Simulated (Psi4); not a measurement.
## Run report: GaBr, single-point calculation

System: GaBr.
Method: MP2/aug-cc-pVTZ, RHF (Psi4 1.11).

The geometry comes from this level: GFN2-xTB.

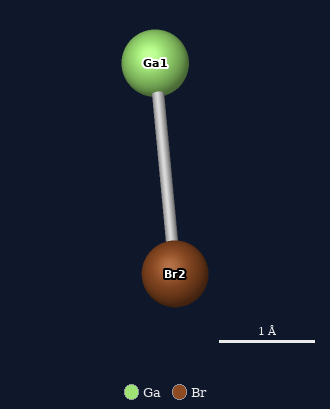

**Figure 1.** The structure (ball-and-stick view, seen at an oblique angle; atoms are numbered from 1 in the order of the input). Sticks mark near contacts.

### The input (input.in)
```
memory 1.6 GB

molecule geom {
  Ga     0.000000     0.000000     0.000000
  Br     0.000000     0.000000     2.401950
  units angstrom
  symmetry c1
}

set {
  basis           aug-cc-pVTZ
  puream          true
  scf_type        df
  num_frozen_docc 18
  df_basis_scf    def2-universal-jkfit
}

energy("mp2")
print_variables()
```

Launch command:
```bash
psi4 -n 1 input.in input.out
```

### What the program printed
```
Psi4 1.11 release

   => Loading Basis Set <=

    Name: AUG-CC-PVTZ
    Role: ORBITAL
    Keyword: BASIS

         ---------------------------------------------------------
                                   SCF
                              RHF Reference
                        1 Threads,   1525 MiB Core
         ---------------------------------------------------------

  ==> Geometry <==

    Molecular point group: c1
    Full point group: C_inf_v

    Geometry (in Angstrom), charge = 0, multiplicity = 1:

       Center              X                  Y                   Z               Mass
    ------------   -----------------  -----------------  -----------------  -----------------
         GA           0.000000000000     0.000000000000    -1.282148852719    68.925573500000
         BR           0.000000000000     0.000000000000     1.119801147281    78.918337600000

  Running in c1 symmetry.

  Rotational constants: A = ************  B =      0.07942  C =      0.07942 [cm^-1]
  Rotational constants: A = ************  B =   2380.86297  C =   2380.86297 [MHz]
  Nuclear repulsion =  239.037978965819462

  Charge       = 0
  Multiplicity = 1
  Electrons    = 66
  Nalpha       = 33
  Nbeta        = 33

  ==> Algorithm <==

  SCF Algorithm Type is DF.
  DIIS enabled.
  MOM disabled.
  Fractional occupation disabled.
  Guess Type is SAD.
  Energy threshold   = 1.00e-08
  Density threshold  = 1.00e-08
  Integral threshold = 1.00e-12

  ==> Primary Basis <==

  Basis Set: AUG-CC-PVTZ
    Blend: AUG-CC-PVTZ
    Number of shells: 38
    Number of basis functions: 118
    Number of Cartesian functions: 138
    Spherical Harmonics?: true
    Max angular momentum: 3

   => Loading Basis Set <=

    Name: DEF2-UNIVERSAL-JKFIT
    Role: JKFIT
    Keyword: DF_BASIS_SCF

  ==> Integral Setup <==

  DFHelper Memory: AOs need 0.061 GiB; user supplied 1.118 GiB.
  SCF_SUBTYPE=INCORE selected. In-core MEM_DF algorithm will be used.
  Using in-core AOs.

  ==> MemDFJK: Density-Fitted J/K Matrices <==

    J tasked:                   Yes
    K tasked:                   Yes
    wK tasked:                   No
    Memory [MiB]:              1144
    Algorithm:                 Core
    Schwarz Cutoff:           1E-12
    Mask sparsity (%):       0.0000
    Fitting Condition:        1E-10

   => Auxiliary Basis Set <=

  Basis Set: DEF2-UNIVERSAL-JKFIT
    Blend: DEF2-UNIVERSAL-JKFIT
    Number of shells: 120
    Number of basis functions: 532
    Number of Cartesian functions: 742
    Spherical Harmonics?: true
    Max angular momentum: 5

  Minimum eigenvalue in the overlap matrix is 7.2509958771E-04.
  Reciprocal condition number of the overlap matrix is 1.5624757034E-04.
    Using symmetric orthogonalization.

  ==> Pre-Iterations <==

  SCF Guess: Superposition of Atomic Densities via on-the-fly atomic UHF (no occupation information).

   -------------------------
    Irrep   Nso     Nmo
   -------------------------
     A        118     118
   -------------------------
    Total     118     118
   -------------------------

  ==> Iterations <==

                           Total Energy        Delta E     RMS |[F,P]|

   @DF-RHF iter SAD: -4489.32196074126932   -4.48932e+03   0.00000e+00
   @DF-RHF iter   1: -4494.85336989477219   -5.53141e+00   1.62633e-02 ADIIS/DIIS
   @DF-RHF iter   2: -4495.52077368813116   -6.67404e-01   1.04861e-02 ADIIS/DIIS
   @DF-RHF iter   3: -4495.82178318164824   -3.01009e-01   1.03926e-03 ADIIS/DIIS
   @DF-RHF iter   4: -4495.82561886497660   -3.83568e-03   1.87973e-04 ADIIS/DIIS
   @DF-RHF iter   5: -4495.82582732898481   -2.08464e-04   3.00537e-05 DIIS
   @DF-RHF iter   6: -4495.82583902979695   -1.17008e-05   8.16278e-06 DIIS
   @DF-RHF iter   7: -4495.82583981998414   -7.90187e-07   1.31692e-06 DIIS
   @DF-RHF iter   8: -4495.82583985190104   -3.19169e-08   3.23346e-07 DIIS
   @DF-RHF iter   9: -4495.82583985324709   -1.34605e-09   6.70716e-08 DIIS
   @DF-RHF iter  10: -4495.82583985333531   -8.82210e-11   1.93593e-08 DIIS
   @DF-RHF iter  11: -4495.82583985334441   -9.09495e-12   4.07915e-09 DIIS
  Energy and wave function converged.

  ==> Post-Iterations <==

    Orbital Energies [Eh]
    ---------------------

    Doubly Occupied:

       1A   -489.989640     2A   -378.846870     3A    -65.130142
       4A    -58.484659     5A    -58.484398     6A    -58.484398
       7A    -48.196414     8A    -42.522254     9A    -42.522254
      10A    -42.521472    11A     -9.803055    12A     -7.411445
      13A     -7.409631    14A     -7.409631    15A     -6.424667
      16A     -4.513668    17A     -4.513668    18A     -4.510168
      19A     -3.153454    20A     -3.152540    21A     -3.152540
      22A     -3.150495    23A     -3.150495    24A     -1.226707
      25A     -1.226707    26A     -1.224179    27A     -1.222431
      28A     -1.222431    29A     -0.970368    30A     -0.516137
      31A     -0.404547    32A     -0.404547    33A     -0.344896

    Virtual:

      34A      0.014410    35A      0.014410    36A      0.026122
      37A      0.040910    38A      0.068793    39A      0.068793
      40A      0.091713    41A      0.108806    42A      0.108806
      43A      0.120841    44A      0.122869    45A      0.122869
      46A      0.144657    47A      0.144657    48A      0.169380
      49A      0.176533    50A      0.286748    51A      0.295863
      52A      0.295863    53A      0.303787    54A      0.326642
      55A      0.326642    56A      0.370350    57A      0.370350
      58A      0.374879    59A      0.374879    60A      0.381319
      61A      0.381319    62A      0.428020    63A      0.432293
      64A      0.432293    65A      0.455551    66A      0.455551
      67A      0.479201    68A      0.524741    69A      0.524741
      70A      0.593436    71A      0.625586    72A      0.625586
      73A      0.722651    74A      0.804676    75A      0.804676
      76A      0.821467    77A      0.838448    78A      0.838448
      79A      0.987016    80A      0.987016    81A      1.028945
      82A      1.051864    83A      1.051864    84A      1.163895
      85A      1.163895    86A      1.186843    87A      1.186843
      88A      1.195740    89A      1.195740    90A      1.199544
      91A      1.258981    92A      1.258981    93A      1.263230
      94A      1.263230    95A      1.339621    96A      1.469244
      97A      1.469244    98A      1.550216    99A      1.837460
     100A      2.197284   101A      2.197284   102A      2.285560
     103A      2.285560   104A      2.309133   105A      2.327709
     106A      2.327709   107A      2.335957   108A      2.335957
     109A      2.399342   110A      2.399342   111A      2.451285
     112A      2.451285   113A      2.475461   114A      2.522300
     115A      2.522300   116A      2.618557   117A      3.276493
     118A      4.128793

    Final Occupation by Irrep:
              A
    DOCC [    33 ]
    NA   [    33 ]
    NB   [    33 ]

  @DF-RHF Final Energy: -4495.82583985334441

   => Energetics <=

    Nuclear Repulsion Energy =            239.0379789658194625
    One-Electron Energy =               -6746.3258256173103291
    Two-Electron Energy =                2011.4620067981463762
    Total Energy =                      -4495.8258398533453146

Computation Completed

Properties will be evaluated at   0.000000,   0.000000,   0.000000 [a0]

Properties computed using the SCF density matrix

 Multipole Moments:

 ------------------------------------------------------------------------------------
     Multipole            Electronic (a.u.)      Nuclear  (a.u.)        Total (a.u.)
 ------------------------------------------------------------------------------------

 L = 1.  Multiply by 2.5417464519 to convert [e a0] to [Debye]
 Dipole X            :         -0.0000000            0.0000000           -0.0000000
 Dipole Y            :         -0.0000000            0.0000000           -0.0000000
 Dipole Z            :         -0.0585057           -1.0461038           -1.1046095
 Magnitude           :                                                    1.1046095

 ------------------------------------------------------------------------------------

	total time  =          5 seconds =       0.08 minutes

  //>>>>>>>>>>>>>>>>>>>>>>>>>>>>>>>>>>>//
  //               DFMP2               //
  //<<<<<<<<<<<<<<<<<<<<<<<<<<<<<<<<<<<//

   => Loading Basis Set <=

    Name: (AUG-CC-PVTZ AUX)
    Role: RIFIT
    Keyword: DF_BASIS_MP2

	 --------------------------------------------------------
	                          DF-MP2
	      2nd-Order Density-Fitted Moller-Plesset Theory
	              RMP2 Wavefunction,   1 Threads

	 --------------------------------------------------------

   => Auxiliary Basis Set <=

  Basis Set: (AUG-CC-PVTZ AUX)
    Blend: AUG-CC-PVTZ-RI
    Number of shells: 86
    Number of basis functions: 382
    Number of Cartesian functions: 522
    Spherical Harmonics?: true
    Max angular momentum: 5

	 --------------------------------------------------------
	                 NBF =   118, NAUX =   382
	 --------------------------------------------------------
	   CLASS    FOCC     OCC    AOCC    AVIR     VIR    FVIR
	   PAIRS      18      33      15      85      85       0
	 --------------------------------------------------------

	-----------------------------------------------------------
	 ==================> DF-MP2 Energies <====================
	-----------------------------------------------------------
	 Reference Energy          =   -4495.8258398533444051 [Eh]
	 Singles Energy            =      -0.0000000000000000 [Eh]
	 Same-Spin Energy          =      -0.1043414767345462 [Eh]
	 Opposite-Spin Energy      =      -0.2519957873007543 [Eh]
	 Correlation Energy        =      -0.3563372640353005 [Eh]
	 Total Energy              =   -4496.1821771173799789 [Eh]
	-----------------------------------------------------------
	 ================> DF-SCS-MP2 Energies <==================
	-----------------------------------------------------------
	 SCS Same-Spin Scale       =       0.3333333333333333 [-]
	 SCS Opposite-Spin Scale   =       1.2000000000000000 [-]
	 SCS Same-Spin Energy      =      -0.0347804922448487 [Eh]
	 SCS Opposite-Spin Energy  =      -0.3023949447609051 [Eh]
	 SCS Correlation Energy    =      -0.3371754370057539 [Eh]
	 SCS Total Energy          =   -4496.1630152903499038 [Eh]
	-----------------------------------------------------------

	total time  =          1 seconds =       0.02 minutes

  Variable Map:
  ----------------------------------------------------------------------------
  "CURRENT CORRELATION ENERGY"           =>      -0.356337264035
  "CURRENT ENERGY"                       =>   -4496.182177117380
  "CURRENT REFERENCE ENERGY"             =>   -4495.825839853344
  "CUSTOM SCS-MP2 CORRELATION ENERGY"    =>      -0.337175437006
  "CUSTOM SCS-MP2 TOTAL ENERGY"          =>   -4496.163015290350
  "DD SOLVATION ENERGY"                  =>       0.000000000000
  "HF KINETIC ENERGY"                    =>    4495.846625098253
  "HF POTENTIAL ENERGY"                  =>   -8991.672464951598
  "HF TOTAL ENERGY"                      =>   -4495.825839853345
  "HF VIRIAL RATIO"                      =>       1.999995376790
  "MP2 CORRELATION ENERGY"               =>      -0.356337264035
  "MP2 DOUBLES ENERGY"                   =>      -0.356337264035
  "MP2 OPPOSITE-SPIN CORRELATION ENERGY" =>      -0.251995787301
  "MP2 SAME-SPIN CORRELATION ENERGY"     =>      -0.104341476735
  "MP2 SINGLES ENERGY"                   =>      -0.000000000000
  "MP2 TOTAL ENERGY"                     =>   -4496.182177117380
  "NUCLEAR REPULSION ENERGY"             =>     239.037978965819
  "ONE-ELECTRON ENERGY"                  =>   -6746.325825617310
  "PCM POLARIZATION ENERGY"              =>       0.000000000000
  "PE ENERGY"                            =>       0.000000000000
  "SCF ITERATION ENERGY"                 =>   -4495.825839853344
  "SCF ITERATIONS"                       =>      11.000000000000
  "SCF TOTAL ENERGY"                     =>   -4495.825839853344
  "SCS-MP2 CORRELATION ENERGY"           =>      -0.337175437006
  "SCS-MP2 TOTAL ENERGY"                 =>   -4496.163015290350
  "TWO-ELECTRON ENERGY"                  =>    2011.462006798146

  Array Variable Map:
  ----------------------------------------------------------------------------
  "CURRENT DIPOLE"                       =>      -0.000000000100 ... -1.104609503362 1 by 3
  "SCF DIPOLE"                           =>      -0.000000000100 ... -1.104609503362 1 by 3
  "SCF TOTAL ENERGIES"                   =>   -4489.321960741269 ... -4495.825839853344 1 by 12

    Psi4 run time: 0:00:05.52
```

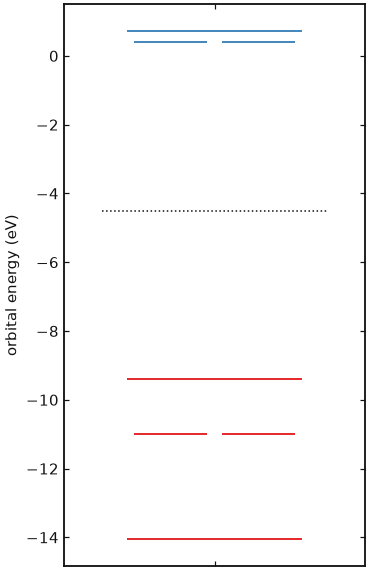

**Figure 2.** Orbital energies near the frontier (SCF reference); the dotted line parts filled from empty levels, and levels within 0.02 eV of each other stand side by side. Highest filled −9.39 eV, lowest empty 0.39 eV, 9.78 eV apart.

### Results in brief

| quantity | value |
| --- | --- |
| outcome | converged |
| total energy | −4496.182177 hartree |
| SCF energy | −4495.825840 hartree |
| MP2 energy | −4496.182177 hartree |
| correlation energy | −0.356337 hartree |
| basis functions | 118 |
| HOMO of the SCF reference | −9.39 eV |
| LUMO of the SCF reference | 0.39 eV |
| hardware | 1 thread of Intel Xeon (Granite Rapids), 128 GiB of memory available, shared host |
| wall time | 6.3 s |
| peak memory | 0.65 GiB |
